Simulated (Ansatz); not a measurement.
# (CdSe)1(MgSe)2 [001] superlattice, started as zinc blende: relaxing the cell for a phonon run

Task: relax (CdSe)1(MgSe)2 [001] superlattice, started as zinc blende tightly.

Method: DFT LDA, scalar-relativistic, plane waves, PAW, in Ansatz 0.2.0.

The structure was built from a prototype and need not be the compound's stable phase.

## 1. The structure

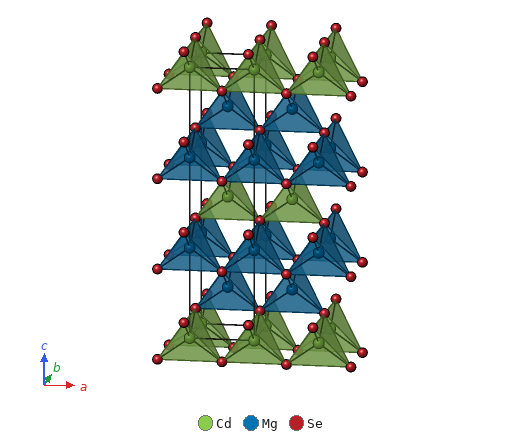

Start, viewed slightly off an axis; cadmium green, magnesium blue, selenium red. 2×1×1 cells are drawn. This picture shows the conventional cell, with its axes. Some periodic images of atoms are drawn too.

## 2. Probe on a coarse mesh

A quick single point on a coarse mesh tells whether the cell has a gap and how far it is from rest, which sets the k mesh and smearing that follow.

File input.yaml:

```yaml
crystal:
  lattice:
    - [2.97167, 2.97167, 0.0]
    - [-2.97167, 2.97167, 0.0]
    - [2.97167, 0.0, 8.915]
  atoms:
    - { symbol: Cd, position: [0.0, 0.0, 0.0] }
    - { symbol: Mg, position: [0.333333, 0.666667, 0.333333] }
    - { symbol: Mg, position: [0.666667, 0.333333, 0.666667] }
    - { symbol: Se, position: [0.416667, 0.083333, 0.166667] }
    - { symbol: Se, position: [0.75, 0.75, 0.5] }
    - { symbol: Se, position: [0.083333, 0.416667, 0.833333] }
kpoints:
  mp_grid: { grid: [4, 4, 4] }
hamiltonian:
  xc: lda
scf:
  occupations: { method: gaussian, width: 0.1 }
output:
  forces: true
  stress: true
  eigenvalues: true
```

Run with:

```bash
$ ansatz run input.yaml --threads 4 --pin off --max-ram 14336MiB --backend cpu --events-out ev --progress --plain --runs-dir out
```

Numbers of over 12 decimals in the logs are rounded to 6 here.

Log:

```text
[...]
k-point 0: bands = [... 40 lower, 4.2923, 5.3635, 5.4206, 5.4206, 7.0708, 9.0504, 9.1407, 9.9615, ... 4 higher]
  k-point 1: bands = [... 40 lower, 4.4905, 4.8571, 5.3255, 5.3255, 7.6825, 8.6600, 9.4111, 9.8028, ... 4 higher]
  k-point 2: bands = [... 40 lower, 4.6722, 4.6722, 5.1953, 5.1953, 8.4663, 8.5372, 8.9852, 9.7424, ... 4 higher]
  k-point 12: bands = [... 40 lower, 3.7208, 3.7433, 3.7890, 3.8592, 8.6787, 8.9468, 9.6641, 10.4130, ... 4 higher]
[key lines of the parts left out:]
SCF converged after 7 iterations
Free energy (F): -28076.835924 eV
Fermi energy:    6.247787 eV
P = ⅓ Tr σ = -0.4387 GPa (-4.387 kbar)
```

The job ended after 3.1 s (4 threads of Arm Neoverse V1, shared host; peak memory 0.46 GiB; 9.9 s of CPU time).

A gap read on the k-mesh alone can miss the band edges.

This step gave:

- pressure: -0.4387 GPa
- gap on the k-mesh: 1.650 eV
- volume per atom: 26.24 Å³
- direct gap on mesh: 1.650 eV

The coarse mesh shows a gap of 1.65 eV and a pressure of -0.4 GPa.

## 3. Bringing the structure to rest

The cell and atoms are relaxed, since residual forces and stress would shift the frequencies.

input.yaml, the sections that differ from step 2:

```yaml
kpoints:
  mp_grid: { grid: [6, 6, 6] }
scf:
  occupations: { method: gaussian, width: 0.02 }
relax:
  adjacent_minimum: "off"
  f_tol: 0.005
  max_steps: 80
  cell: { stress_tol: 0.05 }
# crystal, hamiltonian, output: as in step 2
```

Log:

```text
[...]
Crystal: 6 atoms, lattice volume = 157.454 Å³
Basis set: ecut = 420 eV, 3025 PW (Γ)
Bands: 53, of which v1, the nominal top of the filled ones, is band 44 counted from 1 (43 counted from 0)
Symmetry: 8 space group operations
[...]
k-points: 30 of 216 (time reversal used)
[...]
SCF iter   1: F=—  HF=-28076.883354 eV  |F-HF|=—  |Δ(HF+E_count)|=         —  Δρ=6.01e-3  dr2=3.15e-2  ethr=1.77e-3  ⟨swp⟩=6.9  Hψ=5811  notcnv=0  defer=4
[...]
SCF iter   7: F=-28076.868849 eV  HF=-28076.868849 eV  |F-HF|=2.51e-8  |Δ(HF+E_count)|=   9.07e-8  Δρ=5.51e-6  dr2=7.09e-8  ethr=1.14e-10  ⟨swp⟩=9.6  Hψ=7138  notcnv=0
SCF 1 converged in 7 iterations: F = -28076.868849 eV  dr2 = 7.09e-8
[...]
relax step   1: F+E_penalty+E_count = -28076.86884903 eV  Δ(F+E_penalty+E_count) = +0.000e0 eV  max|allowed force component| = 4.401e-1 eV/Å  Δτ_max = 0.0000 Å  P = -0.490 GPa  Ω = 157.454 Å³  (7 SCF iters, dr2 threshold 1.00e-7 eV, accepted)
Crystal: 6 atoms, lattice volume = 155.831 Å³
Basis set: ecut = 420 eV, 3009 PW (Γ)
[...]
iter 1 solved again at ethr=2.83e-5 eV; its pass at ethr=3.10e-3 eV (dr2=2.49e-2 eV) is discarded
[...]
SCF iter   6: F=-28076.895978 eV  HF=-28076.895979 eV  |F-HF|=1.68e-7  |Δ(HF+E_count)|=   3.99e-7  Δρ=1.37e-5  dr2=4.69e-7  ethr=6.82e-10  ⟨swp⟩=6.6  Hψ=6767  notcnv=0
SCF 2 converged in 6 iterations: F = -28076.895978 eV  dr2 = 4.69e-7
[...]
relax step   2: F+E_penalty+E_count = -28076.89597838 eV  Δ(F+E_penalty+E_count) = -2.713e-2 eV  max|allowed force component| = 1.393e-1 eV/Å  Δτ_max = 0.0842 Å  P = -0.225 GPa  Ω = 155.831 Å³  energy of the carried Pulay correction = +1.888e-4 eV  (6 SCF iters, dr2 threshold 6.00e-7 eV, accepted)
Crystal: 6 atoms, lattice volume = 155.468 Å³
[...]
SCF iter   5: F=-28076.899951 eV  HF=-28076.899951 eV  |F-HF|=5.10e-8  |Δ(HF+E_count)|=   7.60e-7  Δρ=1.20e-5  dr2=3.30e-7  ethr=6.82e-10  ⟨swp⟩=5.6  Hψ=6614  notcnv=0
SCF 3 converged in 5 iterations: F = -28076.899951 eV  dr2 = 3.30e-7
relax step   3: F+E_penalty+E_count = -28076.89995130 eV  Δ(F+E_penalty+E_count) = -3.973e-3 eV  max|allowed force component| = 6.732e-3 eV/Å  Δτ_max = 0.0201 Å  P = -0.056 GPa  Ω = 155.468 Å³  energy of the carried Pulay correction = +2.312e-4 eV  (5 SCF iters, dr2 threshold 6.00e-7 eV, accepted)
[...]
relax step   4: F+E_penalty+E_count = -28076.90007108 eV  Δ(F+E_penalty+E_count) = -1.198e-4 eV  max|allowed force component| = 1.563e-3 eV/Å  Δτ_max = 0.0007 Å  P = -0.001 GPa  Ω = 155.311 Å³  energy of the carried Pulay correction = +2.497e-4 eV  (4 SCF iters, dr2 threshold 2.78e-8 eV, accepted)
[...]
relax step   5: F+E_penalty+E_count = -28076.90010372 eV  Δ(F+E_penalty+E_count) = -3.263e-5 eV  max|allowed force component| = 1.528e-3 eV/Å  Δτ_max = 0.0003 Å  P = +0.010 GPa  Ω = 155.274 Å³  energy of the carried Pulay correction = +2.540e-4 eV  (6 SCF iters, accepted)
[...]
SCF iter   4: F=-28076.899844 eV  HF=-28076.899844 eV  |F-HF|=1.46e-11  |Δ(HF+E_count)|=  2.26e-10  Δρ=2.11e-7  dr2=2.99e-11  ethr=1.00e-12  ⟨swp⟩=3.0  Hψ=6471  notcnv=0
SCF 6 converged in 4 iterations: F = -28076.899844 eV  dr2 = 2.99e-11
[...]
relax step   6: F+E_penalty+E_count = -28076.89984439 eV  Δ(F+E_penalty+E_count) = +2.593e-4 eV  max|allowed force component| = 1.512e-3 eV/Å  Δτ_max = 0.0000 Å  P = +0.010 GPa  Ω = 155.274 Å³  stress off target by 1.35e-2 GPa  SCF on the basis re-selected at this cell (its energy is not comparable with the rows above)  (4 SCF iters)
basis re-selected at this cell: Δ(F+E_penalty+E_count) = +2.593e-4 eV, ΔP = +0.000 GPa vs the last step (what re-selecting the basis moved, of the pressure what is left beyond the Pulay correction that the steps carried, after the strain that the cell walked since its last selection, with what the two solves' SCF thresholds leave and, on support functions, any second-order correction that the steps lacked; it is no m [...]
SCF converged after 4 iterations
Free energy (F): -28076.899844 eV
[...]
Internal energy: -28076.899844 eV  (E = F + TS)
E sigma→0 (E₀):  -28076.899844 eV
Fermi energy:    6.385730 eV
[...]
--- Forces (eV/Å), atoms counted from 1 ---
  atom   1  Cd     0.00000000    -0.00000000     0.00000000
  atom   2  Mg     0.00000000    -0.00000000    -0.00000762
  atom   3  Mg     0.00000000    -0.00000000     0.00000762
  atom   4  Se    -0.00000000     0.00000000     0.00151195
  atom   5  Se    -0.00000000     0.00000000     0.00000000
  atom   6  Se    -0.00000000     0.00000000    -0.00151195
  max |Σ_I F_I| component: 1.33e-16 eV/Å
--- Stress (GPa, compression-positive) ---
        0.013512      -0.000000       0.000000
       -0.000000       0.013512       0.000000
        0.000000       0.000000       0.003299
  P = ⅓ Tr σ = 0.0101 GPa (0.101 kbar)
--- Band table (eV; the first three rows and the last of 30) ---
  k-point 0: bands = [... 40 lower, 4.3629, 5.4600, 5.5298, 5.5298, 7.2415, 9.2057, 9.3353, 10.1474, ... 5 higher]
  k-point 1: bands = [... 40 lower, 4.4898, 5.1981, 5.4812, 5.4812, 7.5507, 8.9416, 9.5795, 10.0028, ... 5 higher]
  k-point 2: bands = [... 40 lower, 4.6845, 4.7020, 5.3614, 5.3614, 8.1746, 8.7256, 9.5319, 9.8996, ... 5 higher]
  k-point 29: bands = [... 40 lower, 3.7674, 3.8627, 3.9748, 4.0092, 8.7311, 9.2479, 9.6586, 10.5162, ... 5 higher]
--- Relaxed structure (5 steps of the walk, 5 accepted, 1 SCFs on fresh bases) ---
  F+E_penalty+E_count = -28076.89984439 eV   max|allowed force component| = 1.512e-3 eV/Å   (the final SCF, on the basis selected at the relaxed cell)
  cell:  # Å, volume = 155.2736 Å³
    - [2.967282, 2.967282, 0]
    - [-2.967282, 2.967282, 0]
    - [2.967282, 0, 8.817592]
  atoms:
    - { symbol: Cd, position: [-1.297231988017816e-19, 1.2972319880178138e-19, 2.5944639760356064e-19] }
    - { symbol: Mg, position: [0.331902, 0.668098, 0.336196] }
    - { symbol: Mg, position: [0.668098, 0.331902, 0.663804] }
    - { symbol: Se, position: [0.413096, 0.086904, 0.173809] }
    - { symbol: Se, position: [0.750000, 0.750000, 0.5] }
    - { symbol: Se, position: [0.086904, 0.413096, 0.826191] }
```

It took 41 s on 4 threads; peak memory 0.57 GiB; 2.6 min of CPU time.

Step by step:

| step | energy less that of the first step (eV) | largest force component (eV/Å) | pressure (GPa) | volume (Å³) |
| --- | --- | --- | --- | --- |
| 1 | 0.0000 | 0.4401 | -0.49 | 157.45 |
| 2 | -0.0271 | 0.1393 | -0.23 | 155.83 |
| 3 | -0.0311 | 0.0067 | -0.06 | 155.47 |
| 4 | -0.0312 | 0.0016 | 0.00 | 155.31 |
| 5 | -0.0313 | 0.0015 | 0.01 | 155.27 |
| 6* | -0.0310 | 0.0015 | 0.01 | 155.27 |

Relaxation steps marked * repeat the geometry before them on a plane-wave basis chosen anew for their cell, so energy and pressure can jump there.

Forces are held to the 8 operations that the run works with; a distortion that breaks them can't arise in this run.

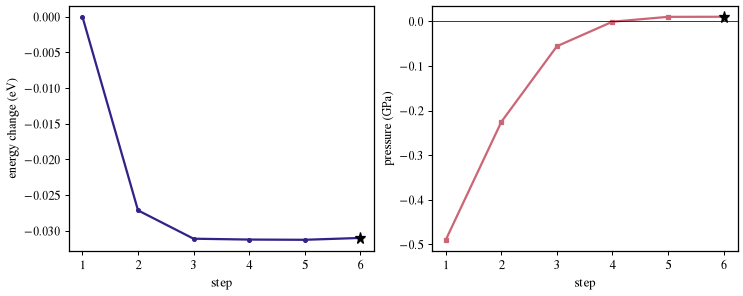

Energy and pressure along the relaxation. Stars mark steps on a basis chosen anew.

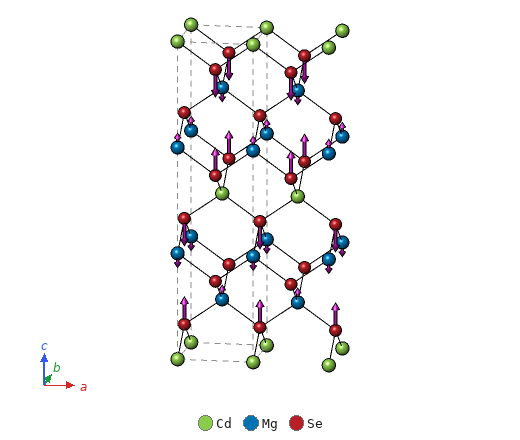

Displacements in the relaxation, exaggerated, measured against the changing cell; the longest in the cell stands for 0.06 Å. 2×1×1 conventional cells are drawn. Some periodic images of atoms are drawn too.

| conventional cell, symmetrised | before | after | change |
| --- | --- | --- | --- |
| a (Å) | 4.203 | 4.196 | -0.1 % |
| b (Å) | 4.203 | 4.196 | -0.1 % |
| c (Å) | 17.830 | 17.635 | -1.1 % |
| volume (Å³/atom) | 26.24 | 25.88 | -1.4 % |

The atoms that moved most (Å, as changes of fractional coordinates times the final cell):

| atom | dx | dy | dz | length |
| --- | --- | --- | --- | --- |
| Se4 | 0.000 | 0.000 | 0.063 | 0.063 |
| Se6 | 0.000 | 0.000 | -0.063 | 0.063 |
| Mg2 | 0.000 | 0.000 | 0.025 | 0.025 |
| Mg3 | 0.000 | 0.000 | -0.025 | 0.025 |

The relaxed structure:

```xyz
6
Lattice="2.9673 2.9673 0.0000 -2.9673 2.9673 0.0000 2.9673 0.0000 8.8176" Properties=species:S:1:pos:R:3 pbc="T T T"
Cd    0.0000    0.0000    0.0000
Mg    0.0000    2.9673    2.9644
Mg    2.9673    2.9673    5.8532
Se    1.4836    1.4836    1.5326
Se    1.4836    4.4509    4.4088
Se    1.4836    1.4836    7.2850
```

Numbers from this step:

| Item | Value |
| --- | --- |
| pressure | 0.01011 GPa |
| gap on the k-mesh | 1.712 eV |
| volume per atom | 25.88 Å³ |
| direct gap on mesh | 1.712 eV |

In this step the volume went from 26.24 to 25.88 Å³/atom.

## 4. Tight relaxation

Phonons need a cell at rest on their own settings, so the relaxation is repeated with tight tolerances on forces and stress, using the mesh and the filling of the phonon run that follows.

File input.yaml:

```yaml
crystal:
  lattice:
    - [2.967282292, 2.967282292, 0.0]
    - [-2.967282292, 2.967282292, 0.0]
    - [2.967282292, 0.0, 8.8175924928]
  atoms:
    - { symbol: Cd, position: [0.0, 0.0, 0.0] }
    - { symbol: Mg, position: [0.3319022126, 0.6680977874, 0.3361955748] }
    - { symbol: Mg, position: [0.6680977874, 0.3319022126, 0.6638044252] }
    - { symbol: Se, position: [0.4130957443, 0.0869042557, 0.1738085114] }
    - { symbol: Se, position: [0.75, 0.75, 0.5] }
    - { symbol: Se, position: [0.0869042557, 0.4130957443, 0.8261914886] }
kpoints:
  mp_grid: { grid: [8, 8, 8] }
hamiltonian:
  xc: lda
scf:
  occupations: { method: fixed }
output:
  forces: true
  stress: true
  eigenvalues: true
relax:
  adjacent_minimum: "off"
  f_tol: 0.001
  max_steps: 60
  cell: { stress_tol: 0.01 }
```

Log:

```text
[...]
Crystal: 6 atoms, lattice volume = 155.274 Å³
Basis set: ecut = 420 eV, 3009 PW (Γ)
Bands: 53, of which v1, the nominal top of the filled ones, is band 44 counted from 1 (43 counted from 0)
[... 1 set-up line as in the run before ...]
[...]
k-points: 59 of 512 (time reversal used)
[...]
cell:  # Å, volume = 155.2972 Å³
    - [2.967286, 2.967286, 0]
    - [-2.967286, 2.967286, 0]
    - [2.967286, 0, 8.818910]
  atoms:
    - { symbol: Cd, position: [0, 0, 0] }
    - { symbol: Mg, position: [0.331895, 0.668105, 0.336211] }
    - { symbol: Mg, position: [0.668105, 0.331895, 0.663789] }
    - { symbol: Se, position: [0.413087, 0.086913, 0.173825] }
    - { symbol: Se, position: [0.75, 0.75, 0.500000] }
    - { symbol: Se, position: [0.086913, 0.413087, 0.826175] }
[key lines of the parts left out:]
SCF converged after 6 iterations
Free energy (F): -28076.901950 eV
Fermi energy:    5.527368 eV
P = ⅓ Tr σ = -0.0012 GPa (-0.012 kbar)
```

Elapsed: 44 s, on 4 threads; peak memory 0.69 GiB.

Little changed from the start: no atom moved by 0.005 Å and no cell edge by 0.1 %.

This step gave:

| Item | Value |
| --- | --- |
| pressure | -0.001176 GPa |

The largest force component left is 0.68 meV/Å and the pressure is -0.001 GPa, within the tolerances set. The cell now holds 25.88 Å³/atom.

## 5. What came out

```
space group after relaxation (within 0.01 Å) : I-4m2
lattice constant a                           : 4.196 Å
lattice constant b                           : 4.196 Å
lattice constant c                           : 17.638 Å
volume per atom                              : 25.9 Å³
gap on the k-mesh                            : 1.71 eV
```

The largest force component left is 0.68 meV/Å and the pressure is -0.001 GPa, within the tolerances set. The cell now holds 25.88 Å³/atom. The relaxation keeps the symmetry of its start, so it says nothing on stability against lower symmetry. The starting cell was built on a prototype and not taken from a measurement, so the phase need not exist.

[Logs are printed without paths, hosts, clocks, repeated set-up lines and the standing remarks that a program may print on its own settings, such as how far it seeks lower states.]

[Hosts, paths, dates, database ids (printed as entryN), source tags and the programs' standing remarks are cut or masked in the printed files.]
